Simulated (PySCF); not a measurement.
**GeH₃Br: electronic excitations at several levels of theory**

Aim: compute the electronic excitations of GeH₃Br (`[GeH3][Br]`) at several levels, and see how far they spread and what each costs.

Programs: PySCF 2.14.0, with density-fitted response routines of our own. Each step states its level of theory. These are calculated values for one molecule in the gas phase, unless marked as measured. Atoms are numbered from 0 throughout.

## 1. The molecule as given

5 atoms, charge 0, multiplicity 1; geometry from: PBE0-D3(BJ)/def2-SVP.

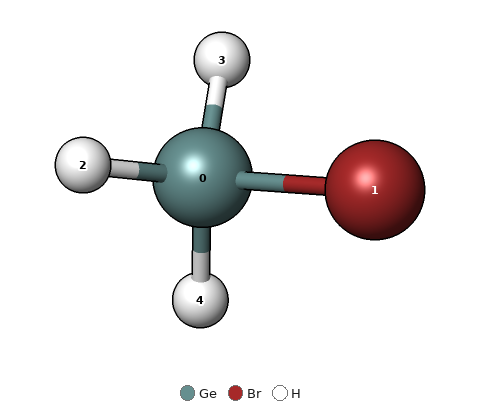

As it starts; germanium teal, bromine red, hydrogen white, atoms numbered; sticks join atoms by distance.

## 2. TDDFT and polarisability: PBE/def2-SVPD

The job: settings as JSON, then the geometry in Å.

```
{"job": {"kind": "uv", "xc": "PBE", "basis": "def2-SVPD", "ip": true}, "charge": 0, "multiplicity": 1}
Ge     0.124360     0.170165    -0.052874
Br     2.432269     0.225429     0.080510
H     -0.392962    -0.486680     1.233426
H     -0.360132     1.620734    -0.176425
H     -0.245309    -0.654874    -1.292603
```

Method: TDDFT PBE/def2-SVPD, vertical, gas phase, core orbitals frozen in the response.

The run is started by

```console
> OMP_NUM_THREADS=1 python probes_run.py task.json out
```

The driver reads the jobs from task.json and runs them one after another.

The program printed:

```text
coarse grid: 22168 points
cycle   1  E = -4651.6760519013  dE = -1.654e+00  |g| = 5.480e-01  |ddm| = 2.349e+00
cycle   2  E = -4651.6379919404  dE =  3.806e-02  |g| = 7.289e-01  |ddm| = 9.810e-01
cycle   3  E = -4651.7070753428  dE = -6.908e-02  |g| = 9.932e-02  |ddm| = 7.114e-01
cycle   4  E = -4651.7092207751  dE = -2.145e-03  |g| = 1.670e-02  |ddm| = 1.289e-01
cycle   5  E = -4651.7093084619  dE = -8.769e-05  |g| = 3.571e-03  |ddm| = 3.126e-02
cycle   6  E = -4651.7093131069  dE = -4.645e-06  |g| = 8.855e-04  |ddm| = 8.469e-03
final grid: 42232 points
cycle   7  E = -4651.7092763533  dE =  1.051e-07  |g| = 1.159e-03  |ddm| = 3.562e-03
cycle   8  E = -4651.7092761393  dE =  2.140e-07  |g| = 1.561e-03  |ddm| = 4.185e-03
cycle   9  E = -4651.7092767283  dE = -5.890e-07  |g| = 1.074e-04  |ddm| = 2.268e-03
cycle  10  E = -4651.7092767313  dE = -2.943e-09  |g| = 2.256e-05  |ddm| = 1.394e-04
cycle  11  E = -4651.7092767315  dE = -2.201e-10  |g| = 3.341e-06  |ddm| = 3.270e-05
converged SCF energy = -4651.7092767315

Static polarisability (au): isotropic 56.316, principal 50.079 50.091 68.779

Singlet excitations
state   eV       nm        f      main configurations
  1   5.4876    225.9   0.01387   H->L 0.99
  2   5.4889    225.9   0.01391   H-1->L 0.99
  3   6.3932    193.9   0.00164   H->L+1 0.99
  4   6.3941    193.9   0.00165   H-1->L+1 0.99
  5   7.2141    171.9   0.00000   H-1->L+2 0.45, H->L+3 0.43
  6   7.3039    169.8   0.00029   H->L+2 0.57, H-1->L+3 0.35
  7   7.3043    169.7   0.00031   H->L+3 0.48, H-1->L+2 0.44
  8   7.3169    169.4   0.00019   H-1->L+3 0.48, H->L+2 0.25, H-2->L 0.16
  9   7.6627    161.8   0.00627   H-3->L 0.96
 10   7.6656    161.7   0.00636   H-4->L 0.96

Triplet excitations (Tamm-Dancoff, eV): 5.0788 5.0796 6.2530 6.2542
Vertical ionisation energy (delta-SCF) = 10.4184 eV
Vertical electron affinity (delta-SCF) = -0.5195 eV
```

Wall time 34 s (1 thread of Intel Xeon Platinum 8259CL at 2.50GHz, shared host); peak memory 0.35 GiB.

The orbitals next to the gap, with their largest atomic shares:

| orbital | eV | atoms |
| --- | --- | --- |
| HOMO−3 | -9.16 | Ge0 41 %, H2 28 %, Br1 12 % |
| HOMO−2 | -9.00 | Br1 63 %, Ge0 25 %, H3 4 % |
| HOMO−1 | -7.02 | Br1 82 %, Ge0 10 %, H4 5 % |
| HOMO | -7.02 | Br1 82 %, Ge0 10 %, H3 4 % |
| LUMO | -1.73 | Br1 37 %, Ge0 36 %, H4 9 % |
| LUMO+1 | -0.66 | Ge0 46 %, Br1 14 %, H3 13 % |
| LUMO+2 | 0.20 | Ge0 52 %, H4 13 %, H3 12 % |

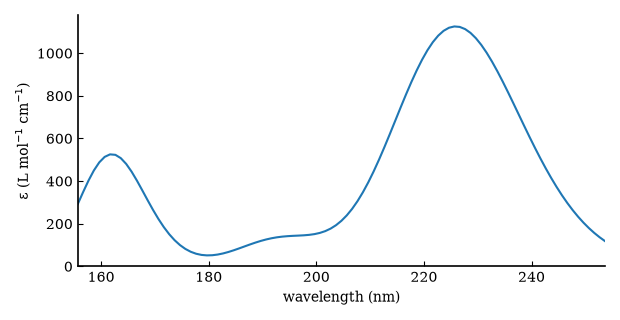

Absorption spectrum: each of the 10 states is a Gaussian band of 0.4 eV half-width at 1/e. Beyond the last state computed it falls off for lack of states.

Further results of this job:

| property | computed |
| --- | --- |
| dipole moment (D) | 1.81 |
| polarisability (Å³) | 8.35 |
| HOMO–LUMO gap (eV) | 5.29 |
| −ε(HOMO) (eV) | 7.02 |

## 3. TDDFT and polarisability: B3LYP/def2-SVPD

The job: settings as JSON, then the geometry in Å.

```
{"job": {"kind": "uv", "xc": "B3LYP", "basis": "def2-SVPD", "ip": true}, "charge": 0, "multiplicity": 1}
Ge     0.124360     0.170165    -0.052874
Br     2.432269     0.225429     0.080510
H     -0.392962    -0.486680     1.233426
H     -0.360132     1.620734    -0.176425
H     -0.245309    -0.654874    -1.292603
```

Level: TDDFT B3LYP/def2-SVPD, vertical, gas phase, core orbitals frozen in the response.

The program printed:

```text
coarse grid: 22168 points
cycle   1  E = -4652.4698387645  dE = -1.687e+00  |g| = 4.557e-01  |ddm| = 2.269e+00
cycle   2  E = -4652.4530226166  dE =  1.682e-02  |g| = 5.515e-01  |ddm| = 8.364e-01
cycle   3  E = -4652.4974640584  dE = -4.444e-02  |g| = 5.234e-02  |ddm| = 5.345e-01
cycle   4  E = -4652.4978198169  dE = -3.558e-04  |g| = 8.055e-03  |ddm| = 5.179e-02
cycle   5  E = -4652.4978330966  dE = -1.328e-05  |g| = 2.675e-03  |ddm| = 1.618e-02
cycle   6  E = -4652.4978355416  dE = -2.445e-06  |g| = 2.323e-04  |ddm| = 5.029e-03
final grid: 42232 points
cycle   7  E = -4652.4978015332  dE = -9.281e-09  |g| = 2.378e-04  |ddm| = 1.077e-03
cycle   8  E = -4652.4978015322  dE =  9.240e-10  |g| = 2.786e-04  |ddm| = 7.808e-04
cycle   9  E = -4652.4978015493  dE = -1.706e-08  |g| = 2.423e-05  |ddm| = 3.791e-04
cycle  10  E = -4652.4978015495  dE = -1.965e-10  |g| = 5.287e-06  |ddm| = 3.383e-05
converged SCF energy = -4652.4978015495

Static polarisability (au): isotropic 55.045, principal 48.985 48.997 67.152

Singlet excitations
state   eV       nm        f      main configurations
  1   5.7814    214.5   0.01496   H->L 0.99
  2   5.7826    214.4   0.01500   H-1->L 0.99
  3   6.8962    179.8   0.00247   H->L+1 0.99
  4   6.8972    179.8   0.00248   H-1->L+1 0.99
  5   7.6902    161.2   0.00000   H-1->L+2 0.46, H->L+3 0.44
  6   7.7636    159.7   0.00904   H->L+2 0.36, H-1->L+3 0.30, H-2->L 0.26
  7   7.8043    158.9   0.00081   H-1->L+3 0.51, H->L+2 0.45
  8   7.8044    158.9   0.00082   H->L+3 0.49, H-1->L+2 0.47
  9   8.0786    153.5   0.00337   H-3->L 0.91
 10   8.0813    153.4   0.00338   H-4->L 0.90

Triplet excitations (Tamm-Dancoff, eV): 5.3573 5.3580 6.7250 6.7261
Vertical ionisation energy (delta-SCF) = 10.6468 eV
```

It took 15 s on 1 thread of Intel Xeon Platinum 8259CL at 2.50GHz, shared host; peak memory 0.44 GiB.

In short: HOMO -8.02 eV, LUMO -1.17 eV; lowest singlet 5.78 eV.

## 4. Ultraviolet spectrum: PBE0/def2-SVPD

The job: settings as JSON, then the geometry in Å.

```
{"job": {"kind": "uv", "xc": "PBE0", "basis": "def2-SVPD", "ip": true}, "charge": 0, "multiplicity": 1}
Ge     0.124360     0.170165    -0.052874
Br     2.432269     0.225429     0.080510
H     -0.392962    -0.486680     1.233426
H     -0.360132     1.620734    -0.176425
H     -0.245309    -0.654874    -1.292603
```

With the program's defaults for keys left out, this is: TDDFT PBE0/def2-SVPD, vertical, gas phase, core orbitals frozen in the response.

The program printed:

```text
coarse grid: 22168 points
cycle   1  E = -4651.8353465298  dE = -1.703e+00  |g| = 4.039e-01  |ddm| = 2.291e+00
cycle   2  E = -4651.8257353449  dE =  9.611e-03  |g| = 4.724e-01  |ddm| = 7.485e-01
cycle   3  E = -4651.8589849253  dE = -3.325e-02  |g| = 3.855e-02  |ddm| = 4.489e-01
cycle   4  E = -4651.8591359368  dE = -1.510e-04  |g| = 6.008e-03  |ddm| = 3.493e-02
cycle   5  E = -4651.8591416365  dE = -5.700e-06  |g| = 2.278e-03  |ddm| = 1.328e-02
final grid: 42232 points
cycle   6  E = -4651.8591131654  dE =  4.148e-07  |g| = 2.828e-03  |ddm| = 7.888e-03
cycle   7  E = -4651.8591123425  dE =  8.229e-07  |g| = 3.573e-03  |ddm| = 8.563e-03
cycle   8  E = -4651.8591153193  dE = -2.977e-06  |g| = 2.696e-04  |ddm| = 4.374e-03
cycle   9  E = -4651.8591153293  dE = -9.999e-09  |g| = 3.488e-05  |ddm| = 2.460e-04
cycle  10  E = -4651.8591153296  dE = -2.710e-10  |g| = 9.447e-07  |ddm| = 4.507e-05
converged SCF energy = -4651.8591153296

Static polarisability (au): isotropic 54.390, principal 48.446 48.457 66.267

Singlet excitations
state   eV       nm        f      main configurations
  1   5.9821    207.3   0.01537   H->L 0.98
  2   5.9833    207.2   0.01541   H-1->L 0.98
  3   7.2027    172.1   0.00173   H->L+1 0.98
  4   7.2038    172.1   0.00174   H-1->L+1 0.98
  5   7.9106    156.7   0.00000   H-1->L+2 0.46, H->L+3 0.44
  6   7.9938    155.1   0.01131   H->L+2 0.35, H-1->L+3 0.30, H-2->L 0.27
  7   8.0370    154.3   0.00157   H-1->L+3 0.43, H->L+2 0.38, H->L+3 0.09
  8   8.0372    154.3   0.00160   H->L+3 0.41, H-1->L+2 0.40, H-1->L+3 0.09
  9   8.2472    150.3   0.00260   H-3->L 0.93
 10   8.2499    150.3   0.00263   H-4->L 0.93

Triplet excitations (Tamm-Dancoff, eV): 5.5240 5.5248 6.9768 6.9782
Vertical ionisation energy (delta-SCF) = 10.6548 eV
```

Wall time 16 s (1 thread of Intel Xeon Platinum 8259CL at 2.50GHz, shared host); peak memory 0.44 GiB.

Key values: HOMO -8.28 eV, LUMO -0.89 eV; lowest singlet 5.98 eV.

## 5. TDDFT and polarisability: BHandHLYP/def2-SVPD

The job: settings as JSON, then the geometry in Å.

```
{"job": {"kind": "uv", "xc": "BHandHLYP", "basis": "def2-SVPD", "ip": true}, "charge": 0, "multiplicity": 1}
Ge     0.124360     0.170165    -0.052874
Br     2.432269     0.225429     0.080510
H     -0.392962    -0.486680     1.233426
H     -0.360132     1.620734    -0.176425
H     -0.245309    -0.654874    -1.292603
```

Level: TDDFT BHandHLYP/def2-SVPD, vertical, gas phase, core orbitals frozen in the response.

The program printed:

```text
coarse grid: 22168 points
cycle   1  E = -4652.3650830339  dE = -1.742e+00  |g| = 3.472e-01  |ddm| = 2.214e+00
cycle   2  E = -4652.3712166876  dE = -6.134e-03  |g| = 3.415e-01  |ddm| = 6.692e-01
cycle   3  E = -4652.3898821261  dE = -1.867e-02  |g| = 2.214e-02  |ddm| = 3.318e-01
cycle   4  E = -4652.3899449850  dE = -6.286e-05  |g| = 5.483e-03  |ddm| = 3.747e-02
cycle   5  E = -4652.3899519139  dE = -6.929e-06  |g| = 9.351e-04  |ddm| = 1.387e-02
final grid: 42232 points
cycle   6  E = -4652.3899304760  dE = -1.879e-07  |g| = 7.624e-04  |ddm| = 2.481e-03
cycle   7  E = -4652.3899305170  dE = -4.098e-08  |g| = 6.642e-04  |ddm| = 1.598e-03
cycle   8  E = -4652.3899305746  dE = -5.766e-08  |g| = 3.839e-05  |ddm| = 6.712e-04
cycle   9  E = -4652.3899305751  dE = -4.875e-10  |g| = 1.406e-05  |ddm| = 6.166e-05
converged SCF energy = -4652.3899305751

Static polarisability (au): isotropic 53.115, principal 47.360 47.372 64.613

Singlet excitations
state   eV       nm        f      main configurations
  1   6.3272    196.0   0.01680   H->L 0.92
  2   6.3283    195.9   0.01684   H-1->L 0.92
  3   7.6774    161.5   0.00333   H->L+1 0.94
  4   7.6785    161.5   0.00336   H-1->L+1 0.94
  5   8.4031    147.5   0.00000   H-1->L+2 0.45, H->L+3 0.44
  6   8.4341    147.0   0.09381   H-2->L 0.43, H->L+2 0.25, H-1->L+3 0.24
  7   8.5646    144.8   0.00389   H-1->L+3 0.27, H->L+2 0.27, H->L+3 0.18
  8   8.5650    144.8   0.00397   H->L+3 0.28, H-1->L+2 0.27, H-1->L+3 0.18
  9   8.6818    142.8   0.00006   H-3->L 0.73, H->L+4 0.14
 10   8.6837    142.8   0.00006   H-4->L 0.73, H-1->L+4 0.14

Triplet excitations (Tamm-Dancoff, eV): 5.8531 5.8538 7.2278 7.3975
Vertical ionisation energy (delta-SCF) = 10.6769 eV
```

Wall time 13 s (1 thread of Intel Xeon Platinum 8259CL at 2.50GHz, shared host); peak memory 0.44 GiB.

This run: HOMO -9.39 eV, LUMO -0.11 eV; lowest singlet 6.33 eV.

## 6. Excited states and response: CAM-B3LYP/def2-SVPD

The job: settings as JSON, then the geometry in Å.

```
{"job": {"kind": "uv", "xc": "CAM-B3LYP", "basis": "def2-SVPD", "ip": true}, "charge": 0, "multiplicity": 1}
Ge     0.124360     0.170165    -0.052874
Br     2.432269     0.225429     0.080510
H     -0.392962    -0.486680     1.233426
H     -0.360132     1.620734    -0.176425
H     -0.245309    -0.654874    -1.292603
```

Method: TDDFT CAM-B3LYP/def2-SVPD, vertical, gas phase, core orbitals frozen in the response.

The program printed:

```text
coarse grid: 22168 points
cycle   1  E = -4652.6297736872  dE = -1.734e+00  |g| = 4.505e-01  |ddm| = 2.218e+00
cycle   2  E = -4652.6337528845  dE = -3.979e-03  |g| = 4.667e-01  |ddm| = 7.664e-01
cycle   3  E = -4652.6627265250  dE = -2.897e-02  |g| = 3.152e-02  |ddm| = 3.939e-01
cycle   4  E = -4652.6628230105  dE = -9.649e-05  |g| = 5.236e-03  |ddm| = 3.316e-02
cycle   5  E = -4652.6628315751  dE = -8.565e-06  |g| = 1.277e-03  |ddm| = 1.683e-02
final grid: 42232 points
cycle   6  E = -4652.6627976749  dE = -3.654e-07  |g| = 1.077e-03  |ddm| = 3.471e-03
cycle   7  E = -4652.6627977505  dE = -7.564e-08  |g| = 9.865e-04  |ddm| = 2.192e-03
cycle   8  E = -4652.6627978667  dE = -1.162e-07  |g| = 6.210e-05  |ddm| = 9.257e-04
cycle   9  E = -4652.6627978679  dE = -1.169e-09  |g| = 2.330e-05  |ddm| = 1.055e-04
cycle  10  E = -4652.6627978681  dE = -2.301e-10  |g| = 9.977e-06  |ddm| = 3.984e-05
converged SCF energy = -4652.6627978681

Static polarisability (au): isotropic 54.239, principal 48.348 48.360 66.009

Singlet excitations
state   eV       nm        f      main configurations
  1   6.0858    203.7   0.01641   H->L 0.92
  2   6.0869    203.7   0.01646   H-1->L 0.92
  3   7.4071    167.4   0.00329   H->L+1 0.94
  4   7.4082    167.4   0.00331   H-1->L+1 0.94
  5   8.1480    152.2   0.00000   H-1->L+2 0.45, H->L+3 0.44
  6   8.2034    151.1   0.06285   H-2->L 0.39, H->L+2 0.27, H-1->L+3 0.26
  7   8.3140    149.1   0.00330   H-1->L+3 0.23, H->L+3 0.22, H-1->L+2 0.22
  8   8.3143    149.1   0.00333   H->L+3 0.23, H-1->L+3 0.23, H->L+2 0.22
  9   8.3679    148.2   0.00028   H-3->L 0.76, H->L+4 0.12
 10   8.3698    148.1   0.00031   H-4->L 0.77, H-1->L+4 0.12

Triplet excitations (Tamm-Dancoff, eV): 5.6247 5.6254 7.1003 7.1623
Vertical ionisation energy (delta-SCF) = 10.7522 eV
Vertical electron affinity (delta-SCF) = -0.7098 eV
```

Run time: 23 s. Hardware: 1 thread of Intel Xeon Platinum 8259CL at 2.50GHz, shared host; peak memory 0.44 GiB.

Key values: HOMO -9.58 eV, LUMO -0.01 eV; lowest singlet 6.09 eV.

## 7. Excited states and response: wB97X-D/def2-SVPD

The job: settings as JSON, then the geometry in Å.

```
{"job": {"kind": "uv", "xc": "wB97X-D", "basis": "def2-SVPD", "ip": true}, "charge": 0, "multiplicity": 1}
Ge     0.124360     0.170165    -0.052874
Br     2.432269     0.225429     0.080510
H     -0.392962    -0.486680     1.233426
H     -0.360132     1.620734    -0.176425
H     -0.245309    -0.654874    -1.292603
```

With the program's defaults for keys left out, this is: TDDFT wB97X-D/def2-SVPD, vertical, gas phase, core orbitals frozen in the response.

The program printed:

```text
coarse grid: 22168 points
cycle   1  E = -4652.5116598441  dE = -1.760e+00  |g| = 4.215e-01  |ddm| = 2.238e+00
cycle   2  E = -4652.5227704851  dE = -1.111e-02  |g| = 4.149e-01  |ddm| = 7.566e-01
cycle   3  E = -4652.5456583352  dE = -2.289e-02  |g| = 2.821e-02  |ddm| = 3.590e-01
cycle   4  E = -4652.5458064302  dE = -1.481e-04  |g| = 5.758e-03  |ddm| = 5.754e-02
cycle   5  E = -4652.5458234672  dE = -1.704e-05  |g| = 1.360e-03  |ddm| = 2.840e-02
cycle   6  E = -4652.5458242976  dE = -8.304e-07  |g| = 4.054e-04  |ddm| = 4.480e-03
final grid: 42232 points
cycle   7  E = -4652.5455812589  dE = -4.395e-07  |g| = 3.271e-04  |ddm| = 2.116e-03
cycle   8  E = -4652.5455812805  dE = -2.160e-08  |g| = 2.430e-04  |ddm| = 6.820e-04
cycle   9  E = -4652.5455812896  dE = -9.137e-09  |g| = 4.818e-05  |ddm| = 2.115e-04
cycle  10  E = -4652.5455812902  dE = -6.248e-10  |g| = 1.797e-05  |ddm| = 6.660e-05
converged SCF energy = -4652.5455812902

Static polarisability (au): isotropic 54.096, principal 48.302 48.312 65.675

Singlet excitations
state   eV       nm        f      main configurations
  1   6.2244    199.2   0.01733   H->L 0.92
  2   6.2254    199.2   0.01738   H-1->L 0.92
  3   7.6287    162.5   0.00344   H->L+1 0.91
  4   7.6298    162.5   0.00347   H-1->L+1 0.91
  5   8.2882    149.6   0.00000   H->L+4 0.41, H-1->L+2 0.37, H-1->L+3 0.08
  6   8.3309    148.8   0.06961   H-2->L 0.41, H-1->L+4 0.23, H->L+2 0.22
  7   8.4239    147.2   0.00301   H-3->L 0.57, H-1->L+2 0.12
  8   8.4259    147.1   0.00311   H-4->L 0.56, H-1->L+4 0.15, H->L+3 0.09
  9   8.4680    146.4   0.00057   H-3->L 0.20, H->L+4 0.18, H-1->L+3 0.15
 10   8.4685    146.4   0.00056   H-4->L 0.21, H-1->L+2 0.21, H->L+4 0.18

Triplet excitations (Tamm-Dancoff, eV): 5.7832 5.7837 7.2959 7.4733
Vertical ionisation energy (delta-SCF) = 10.7329 eV
```

It took 16 s on 1 thread of Intel Xeon Platinum 8259CL at 2.50GHz, shared host; peak memory 0.44 GiB.

This run: HOMO -10.15 eV, LUMO 0.78 eV; lowest singlet 6.22 eV.

## 8. Excited states and response: LC-wPBE/def2-SVPD

The job: settings as JSON, then the geometry in Å.

```
{"job": {"kind": "uv", "xc": "LC-wPBE", "basis": "def2-SVPD", "ip": true}, "charge": 0, "multiplicity": 1}
Ge     0.124360     0.170165    -0.052874
Br     2.432269     0.225429     0.080510
H     -0.392962    -0.486680     1.233426
H     -0.360132     1.620734    -0.176425
H     -0.245309    -0.654874    -1.292603
```

With the program's defaults for keys left out, this is: TDDFT LC-wPBE/def2-SVPD, vertical, gas phase, core orbitals frozen in the response.

The program printed:

```text
coarse grid: 22168 points
cycle   1  E = -4651.7549122395  dE = -1.779e+00  |g| = 4.930e-01  |ddm| = 2.259e+00
cycle   2  E = -4651.7735202150  dE = -1.861e-02  |g| = 4.529e-01  |ddm| = 7.244e-01
cycle   3  E = -4651.7963789246  dE = -2.286e-02  |g| = 3.452e-02  |ddm| = 3.306e-01
cycle   4  E = -4651.7966233648  dE = -2.444e-04  |g| = 7.984e-03  |ddm| = 6.619e-02
cycle   5  E = -4651.7966585085  dE = -3.514e-05  |g| = 1.479e-03  |ddm| = 3.787e-02
cycle   6  E = -4651.7966599879  dE = -1.479e-06  |g| = 4.629e-04  |ddm| = 6.072e-03
final grid: 42232 points
cycle   7  E = -4651.7966474916  dE = -1.422e-07  |g| = 2.342e-04  |ddm| = 1.030e-03
cycle   8  E = -4651.7966475163  dE = -2.470e-08  |g| = 1.530e-04  |ddm| = 4.783e-04
cycle   9  E = -4651.7966475208  dE = -4.521e-09  |g| = 4.189e-05  |ddm| = 1.370e-04
cycle  10  E = -4651.7966475227  dE = -1.873e-09  |g| = 1.583e-05  |ddm| = 1.480e-04
cycle  11  E = -4651.7966475228  dE = -9.095e-11  |g| = 4.039e-06  |ddm| = 2.788e-05
converged SCF energy = -4651.7966475228

Static polarisability (au): isotropic 52.905, principal 47.212 47.223 64.281

Singlet excitations
state   eV       nm        f      main configurations
  1   6.4919    191.0   0.01642   H->L 0.81, H->L+1 0.09
  2   6.4930    191.0   0.01647   H-1->L 0.81, H-1->L+1 0.09
  3   8.1220    152.7   0.00414   H->L+1 0.80
  4   8.1231    152.6   0.00418   H-1->L+1 0.80
  5   8.7104    142.3   0.00000   H-1->L+3 0.26, H->L+4 0.26, H->L+6 0.11
  6   8.7138    142.3   0.18042   H-2->L 0.51, H->L+3 0.13, H-1->L+4 0.13
  7   8.7556    141.6   0.00165   H-3->L 0.65
  8   8.7580    141.6   0.00168   H-4->L 0.65
  9   8.9527    138.5   0.00553   H->L+3 0.21, H-1->L+4 0.21, H-1->L+6 0.17
 10   8.9529    138.5   0.00567   H-1->L+3 0.21, H->L+4 0.21, H->L+6 0.17

Triplet excitations (Tamm-Dancoff, eV): 5.9680 5.9686 7.2774 7.7086
Vertical ionisation energy (delta-SCF) = 10.8300 eV
```

Wall time 22 s (1 thread of Intel Xeon Platinum 8259CL at 2.50GHz, shared host); peak memory 0.44 GiB.

In short: HOMO -10.98 eV, LUMO 1.09 eV; lowest singlet 6.49 eV.

## 9. Excited states and response: PBE0/6-31G*

The job: settings as JSON, then the geometry in Å.

```
{"job": {"kind": "uv", "xc": "PBE0", "basis": "6-31G*"}, "charge": 0, "multiplicity": 1}
Ge     0.124360     0.170165    -0.052874
Br     2.432269     0.225429     0.080510
H     -0.392962    -0.486680     1.233426
H     -0.360132     1.620734    -0.176425
H     -0.245309    -0.654874    -1.292603
```

Method: TDDFT PBE0/6-31G*, vertical, gas phase, core orbitals frozen in the response.

The program printed:

```text
coarse grid: 22168 points
cycle   1  E = -4651.8086497200  dE = -1.673e+00  |g| = 3.878e-01  |ddm| = 1.993e+00
cycle   2  E = -4651.7997362308  dE =  8.913e-03  |g| = 4.642e-01  |ddm| = 7.939e-01
cycle   3  E = -4651.8324705767  dE = -3.273e-02  |g| = 3.224e-02  |ddm| = 4.320e-01
cycle   4  E = -4651.8325410209  dE = -7.044e-05  |g| = 4.281e-03  |ddm| = 1.461e-02
cycle   5  E = -4651.8325429273  dE = -1.906e-06  |g| = 1.789e-03  |ddm| = 7.360e-03
final grid: 42232 points
cycle   6  E = -4651.8325286273  dE =  1.476e-07  |g| = 2.109e-03  |ddm| = 6.021e-03
cycle   7  E = -4651.8325283270  dE =  3.004e-07  |g| = 2.528e-03  |ddm| = 6.378e-03
cycle   8  E = -4651.8325297925  dE = -1.466e-06  |g| = 2.100e-04  |ddm| = 3.207e-03
cycle   9  E = -4651.8325297972  dE = -4.767e-09  |g| = 2.175e-05  |ddm| = 1.317e-04
cycle  10  E = -4651.8325297974  dE = -1.355e-10  |g| = 7.463e-07  |ddm| = 3.173e-05
converged SCF energy = -4651.8325297974

Static polarisability (au): isotropic 40.994, principal 34.247 34.263 54.471

Singlet excitations
state   eV       nm        f      main configurations
  1   6.0365    205.4   0.01225   H->L 0.99
  2   6.0377    205.4   0.01229   H-1->L 0.99
  3   8.2988    149.4   0.00001   H->L+1 0.57, H-3->L 0.32, H-1->L+1 0.09
  4   8.3005    149.4   0.00000   H-1->L+1 0.57, H-4->L 0.32, H->L+1 0.09
  5   8.4369    147.0   0.19244   H-2->L 0.57, H->L+2 0.19, H-1->L+3 0.18
  6   8.4709    146.4   0.00008   H-3->L 0.66, H->L+1 0.26
  7   8.4736    146.3   0.00029   H-4->L 0.66, H-1->L+1 0.26
  8   8.6589    143.2   0.00000   H-1->L+2 0.44, H->L+3 0.41
  9   8.7821    141.2   0.00355   H-1->L+3 0.33, H->L+2 0.32, H->L+3 0.17
 10   8.7831    141.2   0.00355   H->L+3 0.33, H-1->L+2 0.32, H->L+2 0.16

Triplet excitations (Tamm-Dancoff, eV): 5.5624 5.5632 7.0749 7.8266
```

It took 4.7 s on 1 thread of Intel Xeon Platinum 8259CL at 2.50GHz, shared host; peak memory 0.44 GiB.

In short: HOMO -8.16 eV, LUMO -0.67 eV; lowest singlet 6.04 eV.

[end of part 1 of 2]
